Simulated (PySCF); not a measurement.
**InP (triplet): density, localisation and related maps**

```xyz
2

In    0.0000    0.0000   -0.5642
P     0.0000    0.0000    2.0928
```

Core potentials replace the inner electrons of In.

The calculation used PBE0/cc-pVTZ(-PP), non-relativistic Hamiltonian with scalar-relativistic core potentials where named, at a bond length of 2.657 Å in PySCF.

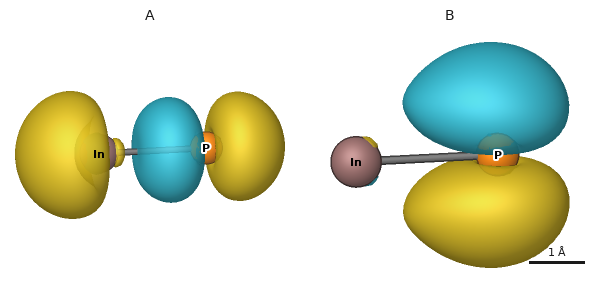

Figure 1. Two frontier α-spin orbitals, each drawn at the value that holds 80 % of its norm (yellow and cyan are the two phases), in no order; of a degenerate pair one member is drawn.

Label each orbital by symmetry, say whether it is occupied, and order them by energy.

Orbital B: π, occupied in this spin, −6.80 eV; mainly on P (90 %).
Orbital A: σ, occupied in this spin, −5.67 eV; shared between the atoms (In 45 %, P 55 %).

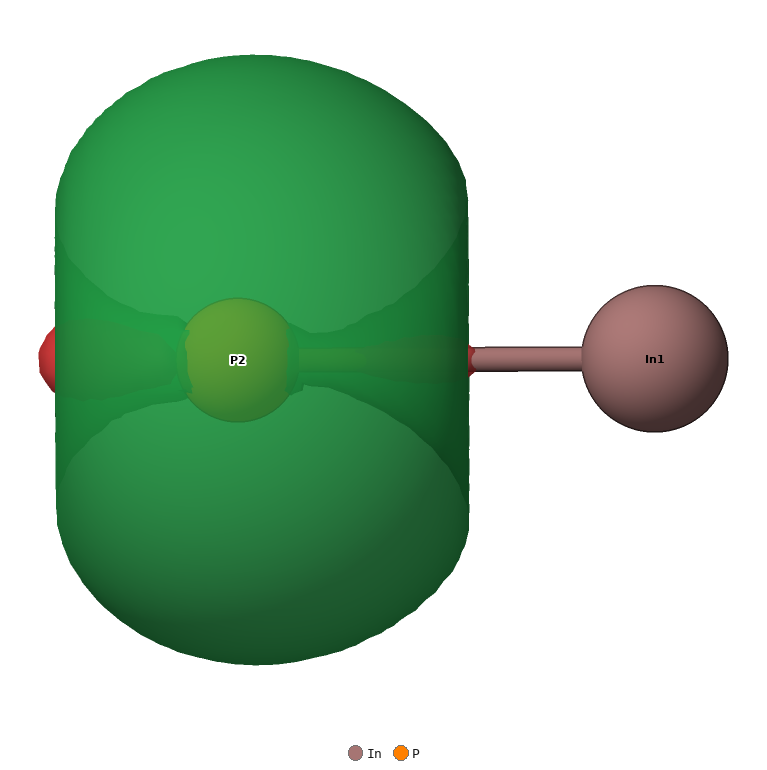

Figure 2. Isosurfaces of the spin density at +0.015 (green) and −0.015 e/Å³ (red), seen from one side.

Which atoms carry the spin?

The unpaired spin (2 electrons) lies mostly on P2 (about 1.8) and In1 (about 0.2), in electrons by Hirshfeld's partition.

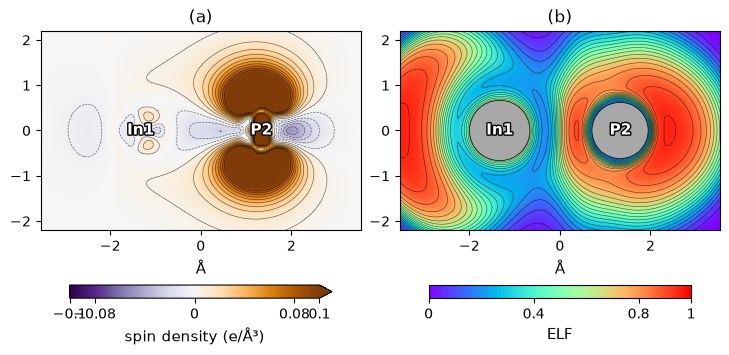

Figure 3. (a) spin density; (b) ELF on a plane that holds the molecular axis. Grey discs cover the atomic cores in the ELF map.

Describe what can be read from this map.

The section cuts through In and P sites.
In–P (2.66 Å): the ELF peaks at about 0.90 in the valence shell of P, 1.0 Å from its nucleus, and drops to about 0.20 between the two atoms.
The ELF also peaks beside P2, away from the bonds: non-bonding electrons, paired or unpaired.

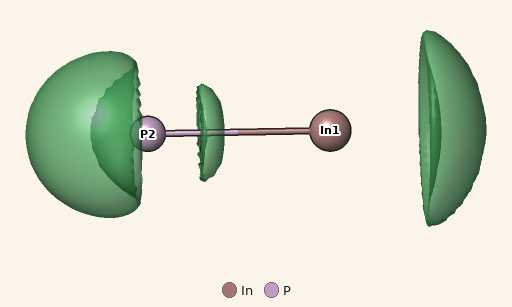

Figure 4. Isosurface of the electron localisation function at 0.85 (green), seen from one side. Only the valence region is drawn (cores and ρ < 0.01 e/Å³ removed).

What do the ELF domains correspond to?

At this value the surface marks out one lobe of the valence shell of P pointing towards In (polar bonds), one lobe on In, pointing away from the bonds (non-bonding electrons) and one lobe on P, pointing away from the bonds (non-bonding electrons).
